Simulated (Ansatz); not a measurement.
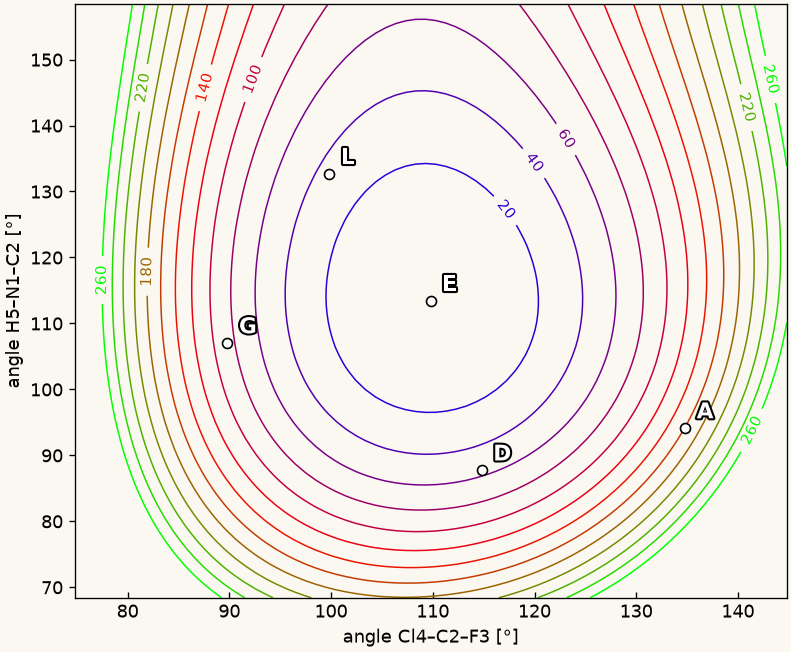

CHClFN, SMILES N=C(F)Cl. 
- First axis: angle Cl4–C2–F3. Second axis: angle H5–N1–C2.
- Nothing is relaxed (all other coordinates rigid).
- The scan uses a 15 × 15 grid.
- Points are written as (first, second).
- All energies are given in kJ/mol relative to the relaxed molecule at the same level.
- Computed with Ansatz, RKS B3LYP-D4/def2-TZVP.

The picture shows contour lines labelled in kJ/mol (none above 260), lettered points. Between grid points the surface is interpolated.

Q: Is D the lowest point of the computed grid?

A: No. D lies 56 kJ/mol above the lowest grid point, which is at (109.8°, 113.4°).

Q: What kind of point is each of A, D, E, G, L: minimum, saddle, maximum or slope?

A: A: on a slope; D: on a slope; E: minimum; G: on a slope; L: on a slope. (In these two coordinates alone; a stationary point may lie a little off the grid point.)

Q: Rank the lettered points by energy, lowest first.

A: E (0 kJ/mol), L (35 kJ/mol), D (56 kJ/mol), G (87 kJ/mol), A (161 kJ/mol).
